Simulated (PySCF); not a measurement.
**HNO3 (peroxynitrous acid): levels of theory compared**

We compute a comparison of 6 runs (HF/STO-3G, HF/3-21G, B2PLYP/6-311+G**, M06-2X/6-311+G**, wB97M-V/6-311+G**, wB97X/6-311+G**) of HNO3 (peroxynitrous acid). The job is set up through a Python script.

Program for the calculation: PySCF 2.14.0.

1 further run of the same task is left out (set aside as unsound or not needed).

**1. The structure to begin with**

HNO3 has 5 atoms, charge 0, and is taken as a singlet. As SMILES, `O=NOO`. The coordinates come from a PBE0-D4/def2-TZVP relaxation. This is one conformer, not always the lowest.

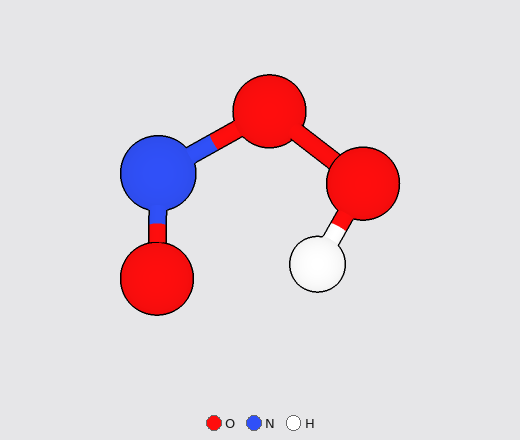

Viewed from a chosen angle; oxygen red, nitrogen blue, hydrogen white.

**2. A single-point energy at HF/STO-3G (run 1)**

Contents of job.py:

```python
from pyscf import gto

system = gto.Mole()
system.atom = '''
O        0.136350      -0.835310       0.979060
N       -0.871770      -0.628300       0.400790
O       -0.775090       0.288530      -0.589000
O        0.508600       0.826880      -0.747550
H        1.001920       0.348200      -0.043280
'''
system.charge = 0
system.basis = 'sto-3g'
system.verbose = 3
system.max_memory = 1860
system.build()

mf = system.RHF()
mf.conv_tol = 1e-10
mf.kernel()
if not mf.converged:
    mf = mf.newton().run(mf.mo_coeff, mf.mo_occ)

etot = mf.e_tot
print('E = %.10f Eh' % etot)
```

Command:

```bash
OMP_NUM_THREADS=1 python job.py
```

The log of the run:

```text
converged SCF energy = -275.701142015434
E = -275.7011420154 Eh
```

It took 0.81 s on 1 thread of Arm Neoverse V1, shared host; peak memory 0.12 GiB.

**3. The energy at HF/3-21G (run 2)**

Contents of start.xyz:

```xyz
5

O      0.136350    -0.835310     0.979060
N     -0.871770    -0.628300     0.400790
O     -0.775090     0.288530    -0.589000
O      0.508600     0.826880    -0.747550
H      1.001920     0.348200    -0.043280
```

Contents of input.py:

```python
from pyscf import gto

molecule = gto.M(
    atom='start.xyz',
    verbose=4,
    max_memory=1860,
    basis='3-21g',
)

calc0 = molecule.RHF()
calc0.conv_tol = 1e-10
calc0.kernel()
if not calc0.converged:
    calc0 = calc0.newton().run(calc0.mo_coeff, calc0.mo_occ)

e_final = calc0.e_tot
print('E(%s) = %.9f' % ('HF', e_final))
```

Command:

```bash
OMP_NUM_THREADS=1 python input.py
```

The log of the run:

```text
PySCF version 2.14.0

[... 65 lines left out ...]
converged SCF energy = -277.812997239318
E(HF) = -277.812997239
```

It took 0.81 s on 1 thread of Arm Neoverse V1, shared host; peak memory 0.12 GiB.

Runs 3 to 5 aren't shown in full; the table further down has their settings and results.

**4. A single-point energy at wB97X/6-311+G(d,p) (run 6)**

Contents of job.py:

```python
from pyscf import gto, dft

molecule = gto.Mole()
molecule.atom = '''
O        0.136350      -0.835310       0.979060
N       -0.871770      -0.628300       0.400790
O       -0.775090       0.288530      -0.589000
O        0.508600       0.826880      -0.747550
H        1.001920       0.348200      -0.043280
'''
molecule.verbose = 4
molecule.basis = '6-311+g**'
molecule.max_memory = 1860
molecule.spin = 0
molecule.build()

calc0 = dft.RKS(molecule, xc='wb97x')
calc0.conv_tol = 1e-10
calc0.grids.level = 5
calc0.kernel()
if not calc0.converged:
    calc0 = calc0.newton().run(calc0.mo_coeff, calc0.mo_occ)

e_final = calc0.e_tot
print(f'total energy: {e_final:.8f} hartree')
```

Command:

```bash
OMP_NUM_THREADS=1 python job.py
```

The log of the run:

```text
PySCF version 2.14.0

[... 78 lines left out ...]
converged SCF energy = -280.850911843496
total energy: -280.85091184 hartree
```

It took 25 s on 1 thread of Arm Neoverse V1, shared host; peak memory 0.46 GiB.

**5. The series**

```
run              level  frozen core orbitals  integration grid  energy (Eh)  dipole moment (D)  HOMO energy (eV)  LUMO energy (eV)  wall time
  1          HF/STO-3G                     –                 –  -275.701142               1.34            -10.19              5.42     0.81 s
  2           HF/3-21G                     –                 –  -277.812997               1.47            -13.36              1.88     0.81 s
  3   B2PLYP/6-311+G**                     4                 5  -280.705669               1.06            -10.85             -1.24       16 s
  4   M06-2X/6-311+G**                     –                 5  -280.807936               1.06            -10.91             -1.63       33 s
  5  wB97M-V/6-311+G**                     –                 5  -280.851072               1.01            -11.65             -0.36       73 s
  6    wB97X/6-311+G**                     –                 5  -280.850912               1.01            -11.71             -0.42       25 s
```

**6. Summary of results**

| quantity | value |
| --- | --- |
| run 6: total energy | -280.85091 Eh |
| run 6: dipole moment | 1.01 D |
| run 6: HOMO energy | -11.71 eV |
| run 6: LUMO energy | -0.42 eV |
| run 6: HOMO–LUMO gap | 11.28 eV |

What this shows: The dipole moment (its size) runs from 1.01 D (wB97X/6-311+G**) to 1.47 D (HF/3-21G). The two ends differ in method and basis. The HOMO–LUMO gap runs from 9.29 eV (M06-2X/6-311+G**) to 15.61 eV (HF/STO-3G). Totals of different functionals can't be ranked against each other. In run 1 the basis is minimal, so the values are rough. All runs together took 2.5 min, the longest 73 s.
